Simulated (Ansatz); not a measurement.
**C2Cl2GeN2: one species, many methods**

How much do the methods differ for C2Cl2GeN2? The plan is to run it at one geometry with functionals of several rungs and with coupled cluster. The yardstick is the atomisation energy at the CCSD(T) limit.

Method: functionals in def2-TZVPP, the program's frozen cores in correlated methods; program: Ansatz 0.2.0, Gaussian basis.

Plan: LDA (SPW92), PBE-D4, revPBE-D4, BLYP-D4, r2SCAN-D4, B97M-V, PBE0-D4, B3LYP-D4, r2SCANh-D4, r2SCAN0-D4, HSE06-D4, BHLYP-D4, CAM-B3LYP-D4, LC-ωPBE, ωB97X-V, ωB97M-V, B2PLYP, PBE-QIDH; CCSD(T)/def2-SVP; CCSD(T)/def2-TZVPP; MP2/def2-QZVPP; extrapolation to the limit; RPA on PBE.

## (1) The geometry

All runs share one geometry, relaxed beforehand with PBE0-D4 in a triple-zeta def2 set.

SMILES `N#[C][Ge]([Cl])([Cl])[C]#N`, 7 atoms, charge 0, spin multiplicity 1.

Atoms are counted from 1 here; the program's logs count them from 0.

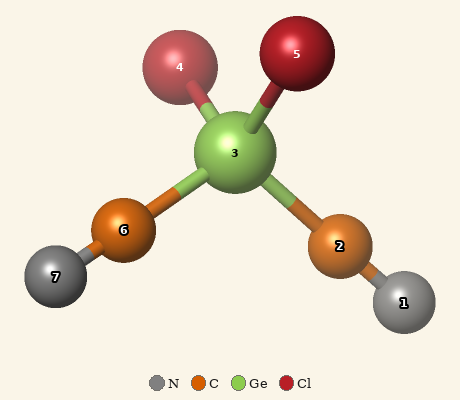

The structure; nitrogen grey, carbon orange, germanium green, chlorine red; atoms are numbered from 1 in the order of the file.

## (2) LDA

This LDA is Slater exchange with PW92 correlation.

in.yaml

```yaml
crystal:
  periodic: [false, false, false]
  atoms:
    - {symbol: N, position_ang: [1.736941, -1.666348, 1.449510]}
    - {symbol: C, position_ang: [0.986109, -1.114131, 0.775084]}
    - {symbol: Ge, position_ang: [-0.260746, -0.217384, -0.350428]}
    - {symbol: Cl, position_ang: [-2.181958, -1.019068, -0.030807]}
    - {symbol: Cl, position_ang: [0.338738, -0.434871, -2.357720]}
    - {symbol: C, position_ang: [-0.271785, 1.632177, 0.101877]}
    - {symbol: N, position_ang: [-0.286198, 2.751623, 0.366783]}
basis:
  gaussian: {orbitals: def2-TZVPP}
hamiltonian: {xc: lda}
output: {orbitals: {seedname: orbitals}}
```

On the command line:

```
$ ansatz run in.yaml --threads 4 --pin off --events-out ev --progress --plain --max-ram 11315MiB
```

What it wrote:

```text
Functional definition: SPW92
  name "SPW92"
  cite "Dirac, Proc. Camb. Phil. Soc. 26, 376 (1930) doi:10.1017/S0305004100016108"
  cite "Slater, Phys. Rev. 81, 385 (1951) doi:10.1103/PhysRev.81.385"
  cite "Perdew & Wang, Phys. Rev. B 45, 13244 (1992) doi:10.1103/PhysRevB.45.13244"
  exchange = slater_x
  correlation = pw_c
1616 factors; their error is unknown
mean field evaluation 1: about -86399.5118 eV, gradient 8.0e1 eV
mean field evaluation 2: about -86276.1208 eV, gradient 2.2e2 eV
mean field evaluation 4: about -86409.4854 eV, gradient 3.4e1 eV
mean field evaluation 8: about -86411.6506 eV, gradient 3.7e-1 eV
mean field evaluation 16: about -86411.6216 eV, gradient 5.5e-4 eV
mean field -86411.62155716 eV, -3175.5685203249 hartree, gradient 6.5e-5 eV, S^2 0.000000; 0 other end points of the search recorded, 0 dependent functions left out
reference -86411.62159338 eV, -3175.5685216561 hartree; 46, 46 occupied and 210, 210 virtual orbitals, 1616 factors
Total energy: -86411.62159338 eV, -3175.5685216561 hartree
```

It took 1.5 s on 4 threads of Arm Neoverse V2, shared host; peak memory 0.39 GiB.

With the free atoms at this level, -86375.025 eV in sum, the atomisation energy is 3531.0 kJ/mol. HOMO -9.08 eV, LUMO -3.60 eV.

## (3) PBE-D4 (GGA)

in.yaml, as its differences from that of step 2:

```diff
@@ -12,3 +12,3 @@
   gaussian: {orbitals: def2-TZVPP}
-hamiltonian: {xc: lda}
-output: {orbitals: {seedname: orbitals}}
+hamiltonian: {xc: pbe, dispersion: d4}
+output: {forces: true, orbitals: {seedname: orbitals}}
```

Launched as before.

What it wrote (excerpt; [...] marks lines left out):

```text
Functional definition: PBE
  name "PBE"
  cite "Perdew, Burke & Ernzerhof, Phys. Rev. Lett. 77, 3865 (1996) doi:10.1103/PhysRevLett.77.3865"
  parent pbe
[...]
1616 factors; their error is unknown
[...]
mean field -86596.48674410 eV, -3182.3621906387 hartree, gradient 1.2e-5 eV, S^2 0.000000; 0 other end points of the search recorded, 0 dependent functions left out
[...]
reference -86596.48678278 eV, -3182.3621920604 hartree; 46, 46 occupied and 210, 210 virtual orbitals, 1616 factors
Total energy: -86596.75784083 eV, -3182.3721532598 hartree
Atom 0 at     1.736941    -1.666348     1.449510 Å, force     1.052512    -0.772648     0.945988 eV/Å
Atom 1 at     0.986109    -1.114131     0.775084 Å, force    -0.892051     0.655066    -0.801804 eV/Å
Atom 2 at    -0.260746    -0.217384    -0.350428 Å, force     0.107139     0.082821     0.137194 eV/Å
Atom 3 at    -2.181958    -1.019068    -0.030807 Å, force    -0.391341    -0.162107     0.069864 eV/Å
Atom 4 at     0.338738    -0.434871    -2.357720 Å, force     0.126428    -0.042127    -0.408127 eV/Å
Atom 5 at    -0.271785     1.632177     0.101877 Å, force     0.016926    -1.329679    -0.315338 eV/Å
Atom 6 at    -0.286198     2.751623     0.366783 Å, force    -0.019613     1.568674     0.372224 eV/Å
Dipole moment:    -0.284436    -0.219162    -0.362945 e Å
```

It took 2.9 s on 4 threads of Arm Neoverse V2, shared host; peak memory 0.4 GiB.

Atomisation energy: 3143.5 kJ/mol (free atoms -86564.178 eV, run apart). HOMO -8.91 eV, LUMO -3.29 eV.

## (4) revPBE-D4 (GGA)

in.yaml, as its differences from that of step 3:

```diff
@@ -12,3 +12,3 @@
   gaussian: {orbitals: def2-TZVPP}
-hamiltonian: {xc: pbe, dispersion: d4}
-output: {forces: true, orbitals: {seedname: orbitals}}
+hamiltonian: {xc: {name: revPBE}, dispersion: d4}
+output: {orbitals: {seedname: orbitals}}
```

Launched as before.

What it wrote:

```text
Functional definition: revPBE
  name "revPBE"
  cite "Zhang & Yang, Phys. Rev. Lett. 80, 890 (1998) doi:10.1103/PhysRevLett.80.890"
  cite "Perdew, Burke & Ernzerhof, Phys. Rev. Lett. 77, 3865 (1996) doi:10.1103/PhysRevLett.77.3865"
  parameter kappa = 1.245
  parameter beta = 0.06672455060314922
  exchange = pbe_x(kappa = kappa, mu = beta*pi^2/3)
  correlation = pbe_c(beta = beta)
1616 factors; their error is unknown
mean field evaluation 1: about -86599.0310 eV, gradient 7.7e1 eV
mean field evaluation 2: about -86484.9021 eV, gradient 2.2e2 eV
mean field evaluation 4: about -86608.8132 eV, gradient 3.3e1 eV
mean field evaluation 8: about -86610.8622 eV, gradient 2.6e-1 eV
mean field evaluation 16: about -86610.8314 eV, gradient 5.6e-4 eV
mean field -86610.83142874 eV, -3182.8893480761 hartree, gradient 3.8e-5 eV, S^2 0.000000; 0 other end points of the search recorded, 0 dependent functions left out
reference -86610.83147689 eV, -3182.8893498457 hartree; 46, 46 occupied and 210, 210 virtual orbitals, 1616 factors
Total energy: -86611.49852462 eV, -3182.9138633975 hartree
```

It took 2.6 s on 4 threads of Arm Neoverse V2, shared host; peak memory 0.39 GiB.

Atomisation energy: 3028.9 kJ/mol (free atoms -86580.106 eV, run apart). HOMO -8.84 eV, LUMO -3.17 eV.

## (5) BLYP-D4 (GGA)

in.yaml, as its differences from that of step 4:

```diff
@@ -12,3 +12,3 @@
   gaussian: {orbitals: def2-TZVPP}
-hamiltonian: {xc: {name: revPBE}, dispersion: d4}
+hamiltonian: {xc: {name: BLYP}, dispersion: d4}
 output: {orbitals: {seedname: orbitals}}
```

The command is unchanged.

What it wrote:

```text
Functional definition: BLYP
  name "BLYP"
  cite "Becke, Phys. Rev. A 38, 3098 (1988) doi:10.1103/PhysRevA.38.3098"
  cite "Lee, Yang & Parr, Phys. Rev. B 37, 785 (1988) doi:10.1103/PhysRevB.37.785"
  parameter beta = 0.0042
  parameter a = 0.04918
  parameter b = 0.132
  parameter c = 0.2533
  parameter d = 0.349
  exchange = b88_x(beta = beta)
  correlation = lyp_c(a = a, b = b, c = c, d = d)
1616 factors; their error is unknown
mean field evaluation 1: about -86608.1486 eV, gradient 8.3e1 eV
mean field evaluation 2: about -86471.9986 eV, gradient 2.3e2 eV
mean field evaluation 4: about -86619.1130 eV, gradient 3.6e1 eV
mean field evaluation 8: about -86621.6075 eV, gradient 4.1e-1 eV
mean field evaluation 16: about -86621.5769 eV, gradient 6.3e-4 eV
mean field -86621.57690039 eV, -3183.2842368757 hartree, gradient 5.9e-5 eV, S^2 0.000000; 0 other end points of the search recorded, 0 dependent functions left out
reference -86621.57728599 eV, -3183.2842510464 hartree; 46, 46 occupied and 210, 210 virtual orbitals, 1616 factors
Total energy: -86622.14806511 eV, -3183.3052267921 hartree
```

It took 2.7 s on 4 threads of Arm Neoverse V2, shared host; peak memory 0.39 GiB.

Atomisation energy: 3021.7 kJ/mol (free atoms -86590.830 eV, run apart). HOMO -8.73 eV, LUMO -3.17 eV.

## (6) r2SCAN-D4 (meta-GGA)

in.yaml, as its differences from that of step 5:

```diff
@@ -12,3 +12,3 @@
   gaussian: {orbitals: def2-TZVPP}
-hamiltonian: {xc: {name: BLYP}, dispersion: d4}
-output: {orbitals: {seedname: orbitals}}
+hamiltonian: {xc: r2scan, dispersion: d4}
+output: {forces: true, orbitals: {seedname: orbitals}}
```

The command is unchanged.

What it wrote (excerpt; [...] marks lines left out):

```text
Functional definition: r2SCAN
  name "r2SCAN"
  cite "Furness, Kaplan, Ning, Perdew & Sun, J. Phys. Chem. Lett. 11, 8208 (2020) doi:10.1021/acs.jpclett.0c02405"
  cite "Furness, Kaplan, Ning, Perdew & Sun, J. Phys. Chem. Lett. 11, 9248 (2020) doi:10.1021/acs.jpclett.0c03077"
  parent r2scan
[...]
1616 factors; their error is unknown
[...]
mean field -86616.47620206 eV, -3183.0967896696 hartree, gradient 1.9e-5 eV, S^2 0.000000; 0 other end points of the search recorded, 0 dependent functions left out
[...]
reference -86616.47621239 eV, -3183.0967900492 hartree; 46, 46 occupied and 210, 210 virtual orbitals, 1616 factors
Total energy: -86616.54382988 eV, -3183.0992749460 hartree
Atom 0 at     1.736941    -1.666348     1.449510 Å, force     0.384807    -0.282361     0.346030 eV/Å
Atom 1 at     0.986109    -1.114131     0.775084 Å, force    -0.381202     0.276386    -0.343737 eV/Å
Atom 2 at    -0.260746    -0.217384    -0.350428 Å, force     0.044360     0.034412     0.057019 eV/Å
Atom 3 at    -2.181958    -1.019068    -0.030807 Å, force    -0.068300    -0.028169     0.012618 eV/Å
Atom 4 at     0.338738    -0.434871    -2.357720 Å, force     0.022443    -0.007156    -0.071177 eV/Å
Atom 5 at    -0.271785     1.632177     0.101877 Å, force     0.005229    -0.566672    -0.136915 eV/Å
Atom 6 at    -0.286198     2.751623     0.366783 Å, force    -0.007338     0.573559     0.136162 eV/Å
Dipole moment:    -0.284267    -0.219027    -0.362722 e Å
```

Wall time 6.5 s (4 threads of Arm Neoverse V2, shared host); peak memory 0.42 GiB.

With the free atoms at this level, -86585.681 eV in sum, the atomisation energy is 2977.8 kJ/mol. HOMO -9.30 eV, LUMO -3.13 eV.

## (7) B97M-V (meta-GGA)

in.yaml, as its differences from that of step 6:

```diff
@@ -12,3 +12,3 @@
   gaussian: {orbitals: def2-TZVPP}
-hamiltonian: {xc: r2scan, dispersion: d4}
-output: {forces: true, orbitals: {seedname: orbitals}}
+hamiltonian: {xc: {name: B97M-V}}
+output: {orbitals: {seedname: orbitals}}
```

Launched as before.

What it wrote (excerpt; [...] marks lines left out):

```text
Functional definition: B97M-V
  name "B97M-V"
  cite "Mardirossian & Head-Gordon, J. Chem. Phys. 142, 074111 (2015) doi:10.1063/1.4907719"
  cite "Becke, J. Chem. Phys. 107, 8554 (1997) doi:10.1063/1.475007"
  cite "Vydrov & Van Voorhis, J. Chem. Phys. 133, 244103 (2010) doi:10.1063/1.3521275"
  # Of w^i u^j: cxij and so on, Table III.
[...]
  gx(w, u) = cx00 + cx01*u + cx02*u^2 + (cx10 + cx11*u)*w
  gss(w, u) = css00 + css02*u^2 + css10*w + (css32*w^3 + css42*w^4)*u^2
  gos(w, u) = cos00 + cos01*u + cos03*u^3 + cos10*w + cos32*w^3*u^2
[...]
      + integral(e_c_pw_mod_opposite_spin*gos(b97_w_opposite, b97_u_opposite)) + vv10(b, c)
1616 factors; their error is unknown
[...]
mean field -86603.78454725 eV, -3182.6303799578 hartree, gradient 6.3e-5 eV, S^2 0.000000; 0 other end points of the search recorded, 0 dependent functions left out
reference -86603.78460207 eV, -3182.6303819724 hartree; 46, 46 occupied and 210, 210 virtual orbitals, 1616 factors
Total energy: -86603.78460207 eV, -3182.6303819724 hartree
```

Run time: 8.5 s. Hardware: 4 threads of Arm Neoverse V2, shared host; peak memory 0.48 GiB.

Atomisation energy: 3004.5 kJ/mol (free atoms -86572.645 eV, run apart). HOMO -9.35 eV, LUMO -2.98 eV.

## (8) PBE0-D4 (hybrid)

in.yaml, as its differences from that of step 7:

```diff
@@ -12,3 +12,3 @@
   gaussian: {orbitals: def2-TZVPP}
-hamiltonian: {xc: {name: B97M-V}}
+hamiltonian: {xc: pbe0, dispersion: d4}
 output: {orbitals: {seedname: orbitals}}
```

Same command.

What it wrote:

```text
Functional definition: PBE0
  name "PBE0"
  cite "Adamo & Barone, J. Chem. Phys. 110, 6158 (1999) doi:10.1063/1.478522"
  cite "Perdew, Burke & Ernzerhof, Phys. Rev. Lett. 77, 3865 (1996) doi:10.1103/PhysRevLett.77.3865"
  parent pbe
  parameter a = 0.25
  parameter kappa = 0.804
  parameter beta = 0.06672455060314922
  exchange = (1 - a)*pbe_x(kappa = kappa, mu = beta*pi^2/3) + a*exact_x
  correlation = pbe_c(beta = beta)
1721 factors; their error is unknown
mean field evaluation 1: about -86590.7609 eV, gradient 6.6e1 eV
mean field evaluation 2: about -86562.0827 eV, gradient 1.3e2 eV
mean field evaluation 4: about -86599.3144 eV, gradient 8.5e0 eV
mean field evaluation 8: about -86599.4388 eV, gradient 1.9e-1 eV
mean field evaluation 16: about -86599.7885 eV, gradient 8.5e-5 eV
mean field -86599.78845023 eV, -3182.4835261010 hartree, gradient 8.8e-5 eV, S^2 0.000000; 0 other end points of the search recorded, 0 dependent functions left out
reference -86599.78847966 eV, -3182.4835271827 hartree; 46, 46 occupied and 210, 210 virtual orbitals, 1721 factors
Total energy: -86600.02387838 eV, -3182.4921779260 hartree
```

Wall time 4.5 s (4 threads of Arm Neoverse V2, shared host); peak memory 1 GiB.

Atomisation energy: 3003.0 kJ/mol (free atoms -86568.900 eV, run apart). HOMO -10.37 eV, LUMO -2.36 eV.

## (9) B3LYP-D4 (hybrid)

B3LYP here takes the VWN-RPA correlation.

in.yaml, as its differences from that of step 8:

```diff
@@ -12,3 +12,3 @@
   gaussian: {orbitals: def2-TZVPP}
-hamiltonian: {xc: pbe0, dispersion: d4}
-output: {orbitals: {seedname: orbitals}}
+hamiltonian: {xc: {name: B3LYP}, dispersion: d4}
+output: {forces: true, orbitals: {seedname: orbitals}}
```

Same command.

What it wrote (excerpt; [...] marks lines left out):

```text
Functional definition: B3LYP
  name "B3LYP"
  cite "Stephens, Devlin, Chabalowski & Frisch, J. Phys. Chem. 98, 11623 (1994) doi:10.1021/j100096a001"
  cite "Becke, Phys. Rev. A 38, 3098 (1988) doi:10.1103/PhysRevA.38.3098"
  cite "Lee, Yang & Parr, Phys. Rev. B 37, 785 (1988) doi:10.1103/PhysRevB.37.785"
  cite "Vosko, Wilk & Nusair, Can. J. Phys. 58, 1200 (1980) doi:10.1139/p80-159"
[...]
1685 factors; their error is unknown
[...]
mean field -86623.02936346 eV, -3183.3376139091 hartree, gradient 7.3e-5 eV, S^2 0.000000; 0 other end points of the search recorded, 0 dependent functions left out
[...]
reference -86623.02965259 eV, -3183.3376245345 hartree; 46, 46 occupied and 210, 210 virtual orbitals, 1685 factors
Total energy: -86623.47035202 eV, -3183.3538199398 hartree
Atom 0 at     1.736941    -1.666348     1.449510 Å, force     0.040582    -0.029930     0.036657 eV/Å
Atom 1 at     0.986109    -1.114131     0.775084 Å, force     0.062310    -0.037906     0.057663 eV/Å
Atom 2 at    -0.260746    -0.217384    -0.350428 Å, force     0.108806     0.084092     0.139298 eV/Å
Atom 3 at    -2.181958    -1.019068    -0.030807 Å, force    -0.318353    -0.131770     0.057210 eV/Å
Atom 4 at     0.338738    -0.434871    -2.357720 Å, force     0.103182    -0.034099    -0.331957 eV/Å
Atom 5 at    -0.271785     1.632177     0.101877 Å, force     0.004710     0.088927     0.026869 eV/Å
Atom 6 at    -0.286198     2.751623     0.366783 Å, force    -0.001237     0.060686     0.014260 eV/Å
Dipole moment:    -0.291839    -0.224859    -0.372379 e Å
```

Wall time 7 s (4 threads of Arm Neoverse V2, shared host); peak memory 1 GiB.

With the free atoms at this level, -86592.782 eV in sum, the atomisation energy is 2960.9 kJ/mol. HOMO -10.07 eV, LUMO -2.60 eV.

## (10) r2SCANh-D4 (hybrid)

in.yaml, as its differences from that of step 9:

```diff
@@ -12,3 +12,3 @@
   gaussian: {orbitals: def2-TZVPP}
-hamiltonian: {xc: {name: B3LYP}, dispersion: d4}
-output: {forces: true, orbitals: {seedname: orbitals}}
+hamiltonian: {xc: {name: r2SCANh}, dispersion: d4}
+output: {orbitals: {seedname: orbitals}}
```

Launched as before.

What it wrote (excerpt; [...] marks lines left out):

```text
Functional definition: r2SCANh
  name "r2SCANh"
  cite "Bursch, Neugebauer, Ehlert & Grimme, J. Chem. Phys. 156, 134105 (2022) doi:10.1063/5.0086040"
  cite "Furness, Kaplan, Ning, Perdew & Sun, J. Phys. Chem. Lett. 11, 8208 (2020) doi:10.1021/acs.jpclett.0c02405"
  cite "Furness, Kaplan, Ning, Perdew & Sun, J. Phys. Chem. Lett. 11, 9248 (2020) doi:10.1021/acs.jpclett.0c03077"
  parent r2scan
[...]
1635 factors; their error is unknown
[...]
mean field -86615.81225659 eV, -3183.0723901234 hartree, gradient 1.3e-5 eV, S^2 0.000000; 0 other end points of the search recorded, 0 dependent functions left out
reference -86615.81226609 eV, -3183.0723904724 hartree; 46, 46 occupied and 210, 210 virtual orbitals, 1635 factors
Total energy: -86615.88615689 eV, -3183.0751059095 hartree
```

It took 7.5 s on 4 threads of Arm Neoverse V2, shared host; peak memory 1 GiB.

Atomisation energy: 2930.1 kJ/mol (free atoms -86585.518 eV, run apart). HOMO -9.83 eV, LUMO -2.79 eV.

## (11) r2SCAN0-D4 (hybrid)

in.yaml, as its differences from that of step 10:

```diff
@@ -12,3 +12,3 @@
   gaussian: {orbitals: def2-TZVPP}
-hamiltonian: {xc: {name: r2SCANh}, dispersion: d4}
+hamiltonian: {xc: {name: r2SCAN0}, dispersion: d4}
 output: {orbitals: {seedname: orbitals}}
```

Launched as before.

What it wrote (excerpt; [...] marks lines left out):

```text
Functional definition: r2SCAN0
  name "r2SCAN0"
  cite "Bursch, Neugebauer, Ehlert & Grimme, J. Chem. Phys. 156, 134105 (2022) doi:10.1063/5.0086040"
  cite "Furness, Kaplan, Ning, Perdew & Sun, J. Phys. Chem. Lett. 11, 8208 (2020) doi:10.1021/acs.jpclett.0c02405"
  cite "Furness, Kaplan, Ning, Perdew & Sun, J. Phys. Chem. Lett. 11, 9248 (2020) doi:10.1021/acs.jpclett.0c03077"
  parent r2scan
[...]
1721 factors; their error is unknown
[...]
mean field -86614.87064966 eV, -3183.0377867069 hartree, gradient 3.3e-5 eV, S^2 0.000000; 0 other end points of the search recorded, 0 dependent functions left out
reference -86614.87065791 eV, -3183.0377870102 hartree; 46, 46 occupied and 210, 210 virtual orbitals, 1721 factors
Total energy: -86614.95294307 eV, -3183.0408109341 hartree
```

Run time: 8 s. Hardware: 4 threads of Arm Neoverse V2, shared host; peak memory 1.1 GiB.

Atomisation energy: 2861.0 kJ/mol (free atoms -86585.301 eV, run apart). HOMO -10.63 eV, LUMO -2.28 eV.

## (12) HSE06-D4 (hybrid)

HSE06 is the plane-wave form, built on full-range PBE exchange.

in.yaml, as its differences from that of step 11:

```diff
@@ -12,3 +12,3 @@
   gaussian: {orbitals: def2-TZVPP}
-hamiltonian: {xc: {name: r2SCAN0}, dispersion: d4}
+hamiltonian: {xc: hse06, dispersion: d4}
 output: {orbitals: {seedname: orbitals}}
```

Launched as before.

What it wrote (excerpt; [...] marks lines left out):

```text
Functional definition: HSE06
  name "HSE06"
  cite "Heyd, Scuseria & Ernzerhof, J. Chem. Phys. 118, 8207 (2003) doi:10.1063/1.1564060"
  cite "Krukau, Vydrov, Izmaylov & Scuseria, J. Chem. Phys. 125, 224106 (2006) doi:10.1063/1.2404663"
  cite "Heyd & Scuseria, J. Chem. Phys. 120, 7274 (2004) doi:10.1063/1.1668634"
  cite "Ernzerhof & Perdew, J. Chem. Phys. 109, 3313 (1998) doi:10.1063/1.476928"
  cite "Perdew, Burke & Ernzerhof, Phys. Rev. Lett. 77, 3865 (1996) doi:10.1103/PhysRevLett.77.3865"
  parent pbe
[...]
  # The whole range is PBE's own exchange, as in plane waves. The composition of these papers is wPBEh.
[...]
1721 factors; their error is unknown
94 factors; integrals over basis functions are off by at most 2.9e-7 eV
[...]
mean field -86599.15028278 eV, -3182.4600738799 hartree, gradient 3.1e-5 eV, S^2 0.000000; 0 other end points of the search recorded, 0 dependent functions left out
reference -86599.15032202 eV, -3182.4600753217 hartree; 46, 46 occupied and 210, 210 virtual orbitals, 1721 factors
Total energy: -86599.37361314 eV, -3182.4682811192 hartree
```

Wall time 5.5 s (4 threads of Arm Neoverse V2, shared host); peak memory 1.1 GiB.

Atomisation energy: 3006.2 kJ/mol (free atoms -86568.217 eV, run apart). HOMO -9.96 eV, LUMO -2.73 eV.

## (13) BHLYP-D4 (hybrid)

in.yaml, as its differences from that of step 12:

```diff
@@ -12,3 +12,3 @@
   gaussian: {orbitals: def2-TZVPP}
-hamiltonian: {xc: hse06, dispersion: d4}
+hamiltonian: {xc: {name: BHLYP}, dispersion: d4}
 output: {orbitals: {seedname: orbitals}}
```

The command is unchanged.

What it wrote:

```text
Functional definition: BHLYP
  name "BHLYP"
  cite "Becke, J. Chem. Phys. 98, 1372 (1993) doi:10.1063/1.464304"
  cite "Becke, Phys. Rev. A 38, 3098 (1988) doi:10.1103/PhysRevA.38.3098"
  cite "Lee, Yang & Parr, Phys. Rev. B 37, 785 (1988) doi:10.1103/PhysRevB.37.785"
  parameter a = 0.5
  exchange = (1 - a)*b88_x + a*exact_x
  correlation = lyp_c
1928 factors; their error is unknown
mean field evaluation 1: about -86609.3935 eV, gradient 6.1e1 eV
mean field evaluation 2: about -86597.8552 eV, gradient 9.6e1 eV
mean field evaluation 4: about -86616.9030 eV, gradient 4.4e0 eV
mean field evaluation 8: about -86617.6689 eV, gradient 4.6e-1 eV
mean field -86617.66917309 eV, -3183.1406305462 hartree, gradient 7.9e-5 eV, S^2 0.000000; 0 other end points of the search recorded, 0 dependent functions left out
reference -86617.66937216 eV, -3183.1406378620 hartree; 46, 46 occupied and 210, 210 virtual orbitals, 1928 factors
Total energy: -86618.04851735 eV, -3183.1545711906 hartree
```

Run time: 4.5 s. Hardware: 4 threads of Arm Neoverse V2, shared host; peak memory 1.1 GiB.

With the free atoms at this level, -86589.174 eV in sum, the atomisation energy is 2786.0 kJ/mol. HOMO -11.66 eV, LUMO -1.32 eV.

[end of part 1 of 2]
